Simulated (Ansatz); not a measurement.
# Nudged elastic band of BH3OF

System: BH3OF, multiplicity 2.
Method: UKS PBE0/def2-SVP (Ansatz 0.2.0).

One setting was made poor on purpose. It belongs to a series of runs on one base structure; here: band between the two ends.

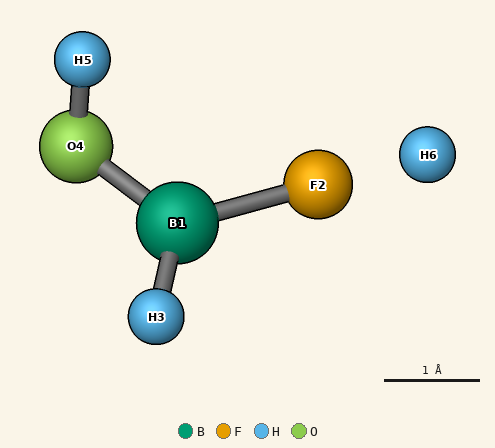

**Figure 1.** The input geometry (ball-and-stick view, seen at a tilt; atoms are numbered from 1 in the order of the input). Bond lengths as drawn: B–F 1.57 Å, B–H 1.19 Å, B–O 1.41 Å and H–O 1.01 Å.

The input
```yaml
crystal:
  periodic: [false, false, false]
  atoms:
    - { symbol: B, position_ang: [0.0, 0.0, 0.0] }
    - { symbol: F, position_ang: [0.0, 0.0, 1.57] }
    - { symbol: H, position_ang: [1.0305, 0.0, -0.595] }
    - { symbol: O, position_ang: [-1.2211, 0.0, -0.705] }
    - { symbol: H, position_ang: [-1.7308, -0.8467, -0.4965] }
    - { symbol: H, position_ang: [0.0, 0.0, 2.79] }
magnetization:
  spin_polarized: true
  initial_magnetization: 1
basis:
  gaussian: { orbitals: def2-SVP }
hamiltonian:
  xc: pbe0
neb:
  order_check: false
  images: 5
  f_tol: 0.03
  max_iterations: 60
  final_atoms:
    - { symbol: B, position_ang: [0.0, 0.0, 0.0] }
    - { symbol: F, position_ang: [0.0, 0.0, 1.57] }
    - { symbol: H, position_ang: [1.0305, 0.0, -0.595] }
    - { symbol: O, position_ang: [-1.2211, 0.0, -0.705] }
    - { symbol: H, position_ang: [-1.7308, -0.8467, -0.4965] }
    - { symbol: H, position_ang: [0.0, 0.0, 2.79] }
  initial_path:
    images:
      - { positions_ang: [[0.0, 0.0, 0.0], [0.0, 0.0, 1.57], [1.0305, 0.0, -0.595], [-1.2211, 0.0, -0.705], [-1.7308, -0.8467, -0.4965], [0.0, 0.0, 2.79]] }
      - { positions_ang: [[0.0, 0.0, 0.0], [0.0, 0.0, 1.57], [1.0305, 0.0, -0.595], [-1.2211, 0.0, -0.705], [-1.7308, -0.8467, -0.4965], [0.0, 0.0, 2.79]] }
      - { positions_ang: [[0.0, 0.0, 0.0], [0.0, 0.0, 1.57], [1.0305, 0.0, -0.595], [-1.2211, 0.0, -0.705], [-1.7308, -0.8467, -0.4965], [0.0, 0.0, 2.79]] }
      - { positions_ang: [[0.0, 0.0, 0.0], [0.0, 0.0, 1.57], [1.0305, 0.0, -0.595], [-1.2211, 0.0, -0.705], [-1.7308, -0.8467, -0.4965], [0.0, 0.0, 2.79]] }
      - { positions_ang: [[0.0, 0.0, 0.0], [0.0, 0.0, 1.57], [1.0305, 0.0, -0.595], [-1.2211, 0.0, -0.705], [-1.7308, -0.8467, -0.4965], [0.0, 0.0, 2.79]] }
      - { positions_ang: [[0.0, 0.0, 0.0], [0.0, 0.0, 1.57], [1.0305, 0.0, -0.595], [-1.2211, 0.0, -0.705], [-1.7308, -0.8467, -0.4965], [0.0, 0.0, 2.79]] }
      - { positions_ang: [[0.0, 0.0, 0.0], [0.0, 0.0, 1.57], [1.0305, 0.0, -0.595], [-1.2211, 0.0, -0.705], [-1.7308, -0.8467, -0.4965], [0.0, 0.0, 2.79]] }
```

Run on 2 threads of Arm Neoverse V1, 24 GiB of memory available, shared host.

Launch command:
```bash
ansatz run input.yaml --threads 2 --pin off --max-ram 3072MiB --backend cpu --events-out ev --progress --plain --runs-dir out
```

What the program printed
```
Error: invalid value for `neb.final_atoms`: is identical to crystal.atoms — the two endpoints must differ for a path to exist
```

What the run reported

| quantity | value |
| --- | --- |
| outcome | refused by the program |

Diagnosis

The program refused the input: “invalid value for `neb.final_atoms`: is identical to crystal.atoms — the two endpoints must differ for a path to exist” A deliberately poor setting: ends not relaxed.
